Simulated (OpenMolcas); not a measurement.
# AlNH3O (SMILES [NH2][Al][OH]), step by step

We compute a series of 9 runs (UHF/def2-SVPD, CASSCF(3,3)/def2-SVPD, CASPT2(3,3)/def2-SVPD, CASPT2[IPEA 0](3,3)/def2-SVPD, SC-NEVPT2(3,3)/def2-SVPD, PC-NEVPT2(3,3)/def2-SVPD, MC-PDFT[tPBE](3,3)/def2-SVPD, MC-PDFT[ftPBE](3,3)/def2-SVPD, and more) of AlNH3O. 

The results are computed with OpenMolcas 26.06.

## Step 1: The system as given

The species is AlNH3O (6 atoms), meant as a doublet with charge 0. SMILES: `[NH2][Al][OH]`. The N1–H5 distance was set to 1.811 Å, away from the relaxed value. At this shape a bond of the SMILES string is far longer than usual.

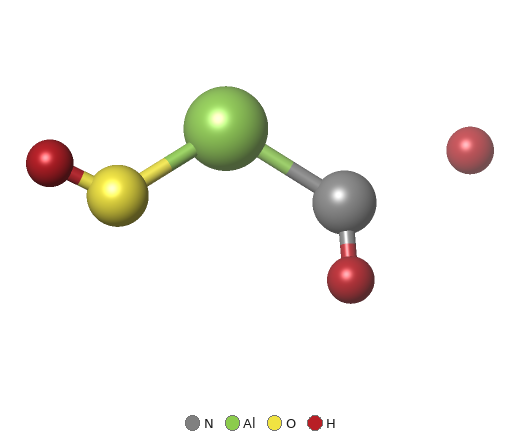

The structure, seen from a chosen angle (nitrogen grey, aluminium green, oxygen yellow, hydrogen red).

## Step 2: A single-point energy at UHF/def2-SVPD (run 1)

Contents of step1.input:

```
&GATEWAY
BASLIB=$CurrDir
COORD
6
angstrom
N       -0.547271      -0.256905      -0.252015
Al       0.971829       0.104195       0.579485
O        1.570729      -1.115605       1.609985
H       -1.057671      -1.120705      -0.148415
H       -1.394700       0.861600      -1.396800
H        2.382329      -1.022205       2.105585
BASIS=def2-SVPD
GROUP=NoSym
&SEWARD
&SCF
UHF
SPIN=2
SCRAMBLE=0.25
PRORBITALS=1 1
```

The basis set def2-SVPD is read from a file made from the Basis Set Exchange's data (not shown).

Run with:

```sh
export MOLCAS_MEM=1860
pymolcas step1.input > step1.log
```

Log:

```text
--- Start Module: gateway ---
[...]
--- Stop Module: gateway /rc=_RC_ALL_IS_WELL_ ---
--- Start Module: seward ---
[...]
      Basis functions           91
--- Stop Module: seward /rc=_RC_ALL_IS_WELL_ ---
[...]
--- Start Module: scf ---
[...]
       Convergence after  61 Iterations
[...]
::    Total SCF energy                               -372.7316980668
[...]
      Total spin, S                                     0.7870910507
[...]
      Total electronic charge=   31.000000
      Total            charge=   -0.000000
[...]
      Dipole Moment (debye):
      Origin of the operator (angstrom)=    0.7268   -0.3320    0.6403
                   X=  6.1977E-01               Y=  5.9197E-01               Z=  1.0981E-01           Total=  8.6407E-01
      Quadrupole Moment (debye*angstrom):
[...]
--- Stop Module: scf /rc=_RC_ALL_IS_WELL_ ---
[...]
```

Wall time 20 s (1 thread of Arm Neoverse V2, shared host); peak memory 0.5 GiB.

## Step 3: A single-point energy at CASSCF(3,3)/def2-SVPD (run 2)

Contents of step2.inp:

```
>>> EXPORT MOLCAS_PRINT=2

&GATEWAY
  BasLib=$CurrDir
  Coord
  6
  angstrom
  N       -0.547271      -0.256905      -0.252015
  Al       0.971829       0.104195       0.579485
  O        1.570729      -1.115605       1.609985
  H       -1.057671      -1.120705      -0.148415
  H       -1.394700       0.861600      -1.396800
  H        2.382329      -1.022205       2.105585
  Basis=def2-SVPD
  Group=NoSym

&SEWARD

&RASSCF
  FileOrb=$CurrDir/step1.UnaOrb
  Spin=2
  Nactel=3 0 0
  Inactive=14
  Ras2=3
  OrbListing=Few
  OrbAppear=Compact
```

The basis set def2-SVPD is read from a file made from the Basis Set Exchange's data (not shown).

Run with:

```sh
export MOLCAS_MEM=1860
pymolcas step2.inp > step2.log
```

Log:

```text
--- Start Module: gateway ---
[...]
--- Stop Module: gateway /rc=_RC_ALL_IS_WELL_ ---
--- Start Module: seward ---
[...]
      Basis functions           91
--- Stop Module: seward /rc=_RC_ALL_IS_WELL_ ---
[...]
--- Start Module: rasscf ---
[...]
      Number of active orbitals                  3
[...]
      Spin quantum number                      0.5
[...]
      Active orbitals                            3
[...]
      Number of CSFs                             8
[...]
      Number of root(s) required                 1
[...]
      Convergence after 11 iterations
[...]
      printout of CI-coefficients larger than  0.05 for root  1
      energy=    -372.763995
      conf/sym  111     Coeff  Weight
             1  2u0  -0.94715 0.89709
             8  0u2  -0.32013 0.10248
      Natural orbitals and occupation numbers for root  1
      sym 1:   1.794408   1.000167   0.205425
      ************************************************************************************************************************
      *                                                    Final results                                                     *
[...]
::    RASSCF root number  1 Total energy:   -372.76399528
[...]
      Total electronic charge=   31.000000
      Total            charge=   -0.000000
[...]
      Dipole Moment (debye):
      Origin of the operator (angstrom)=    0.7268   -0.3320    0.6403
                   X=  5.1110E-01               Y=  7.3394E-01               Z= -3.6224E-02           Total=  8.9511E-01
      Quadrupole Moment (debye*angstrom):
[...]
--- Stop Module: rasscf /rc=_RC_ALL_IS_WELL_ ---
[...]
```

Wall time 7.5 s (1 thread of Arm Neoverse V2, shared host); peak memory 0.5 GiB.

Runs 3 to 8 aren't shown in full; the table further down has their settings and results.

## Step 4: A single-point energy at MRCI(3,3)/def2-SVPD (run 9)

Contents of step9.inp:

```
&GATEWAY
 BasLib=$CurrDir
 Coord
 6
 angstrom
 N       -0.547271      -0.256905      -0.252015
 Al       0.971829       0.104195       0.579485
 O        1.570729      -1.115605       1.609985
 H       -1.057671      -1.120705      -0.148415
 H       -1.394700       0.861600      -1.396800
 H        2.382329      -1.022205       2.105585
 Basis=def2-SVPD
 Group=NoSym

&SEWARD

&RASSCF
 FileOrb=$CurrDir/step2.RasOrb
 Spin=2
 Nactel=3 0 0
 Inactive=14
 Ras2=3
 OrbListing=Few
 OrbAppear=Compact

&MOTRA
 LumOrb
 Frozen=7

&GUGA
 Electrons=17
 Spin=2
 Inactive=7
 Active=3
 CIAll=1

&MRCI
 SDCI
```

The basis set def2-SVPD is read from a file made from the Basis Set Exchange's data (not shown).

Run with:

```sh
export MOLCAS_MEM=1860
pymolcas step9.inp > step9.log
```

Log:

```text
--- Start Module: gateway ---
[...]
--- Stop Module: gateway /rc=_RC_ALL_IS_WELL_ ---
[...]
      Basis functions           91
[...]
      Number of active orbitals                  3
[...]
      Spin quantum number                      0.5
[...]
      Active orbitals                            3
[...]
      Number of CSFs                             8
[...]
      Number of root(s) required                 1
[...]
      Convergence after  4 iterations
[...]
      printout of CI-coefficients larger than  0.05 for root  1
      energy=    -372.763995
      conf/sym  111     Coeff  Weight
             1  2u0  -0.94715 0.89709
             8  0u2  -0.32013 0.10248
      Natural orbitals and occupation numbers for root  1
      sym 1:   1.794409   1.000167   0.205425
      ************************************************************************************************************************
      *                                                    Final results                                                     *
[...]
::    RASSCF root number  1 Total energy:   -372.76399528
[...]
      Dipole Moment (debye):
      Origin of the operator (angstrom)=    0.7268   -0.3320    0.6403
                   X=  5.1108E-01               Y=  7.3395E-01               Z= -3.6243E-02           Total=  8.9510E-01
      Quadrupole Moment (debye*angstrom):
[...]
--- Start Module: guga ---
[...]
--- Start Module: mrci ---
[...]
       (But an ACPF correction will be computed)
       USE THE DEFAULT ACPF G-VALUE GFAC=  0.11764705882352941
[...]
                      CI ENERGY:  -373.14685155
[...]
                ACPF CORRECTION:    -0.03926705
[...]
      Total electronic charge=   31.000000
      Total            charge=    0.000000
[...]
     ACPF CORRECTION:     -0.03926705
[...]
  CI State   1     Total energy:   -373.14685155     QDav:     -0.04511968     QACPF:     -0.03926705
[...]
```

Wall time 95 s (1 thread of Arm Neoverse V2, shared host); peak memory 0.5 GiB.

## Step 5: All runs side by side

```csv
run,level,scramble,active rule,energy (Eh),dipole moment (D) of the reference,wall time
1,UHF/def2-SVPD,0.25,–,-372.731698,0.86,20 s
2,"CASSCF(3,3)/def2-SVPD",–,uhf natural orbitals,-372.763995,0.90,7.5 s
3,"CASPT2(3,3)/def2-SVPD",–,uhf natural orbitals,-373.171555,0.90,6.3 s
4,"CASPT2[IPEA 0](3,3)/def2-SVPD",–,uhf natural orbitals,-373.175470,0.90,6.3 s
5,"SC-NEVPT2(3,3)/def2-SVPD",–,uhf natural orbitals,-373.168687,0.90,6.3 s
6,"PC-NEVPT2(3,3)/def2-SVPD",–,uhf natural orbitals,-373.168940,0.90,6 s
7,"MC-PDFT[tPBE](3,3)/def2-SVPD",–,uhf natural orbitals,-373.648677,0.90,6.6 s
8,"MC-PDFT[ftPBE](3,3)/def2-SVPD",–,uhf natural orbitals,-373.758668,0.90,6.3 s
9,"MRCI(3,3)/def2-SVPD",–,uhf natural orbitals,-373.146852,0.90,95 s
```

## Step 6: Summary of results

| quantity | value |
| --- | --- |
| run 9, MRCI(3,3)/def2-SVPD: total energy | -373.14685 Eh |
| run 9, MRCI(3,3)/def2-SVPD: dipole moment (CASSCF density) | 0.90 D |

**Reading.** Below the UHF energy at the same shape and in the same basis (def2-SVPD): CASSCF(3,3) -32.3 mEh; CASPT2(3,3) -439.9 mEh; CASPT2[IPEA 0](3,3) -443.8 mEh; SC-NEVPT2(3,3) -437.0 mEh; PC-NEVPT2(3,3) -437.2 mEh; MRCI(3,3) -415.2 mEh. Active-space methods hold only the correlation inside their space unless a perturbation or CI step follows. Spin contamination of the reference: run 1 ⟨S²⟩ = 1.41. Where it is this large, the reference is a mixture of spin states, and values that rest on it are in doubt. All runs together took 2.7 min, the longest 95 s.
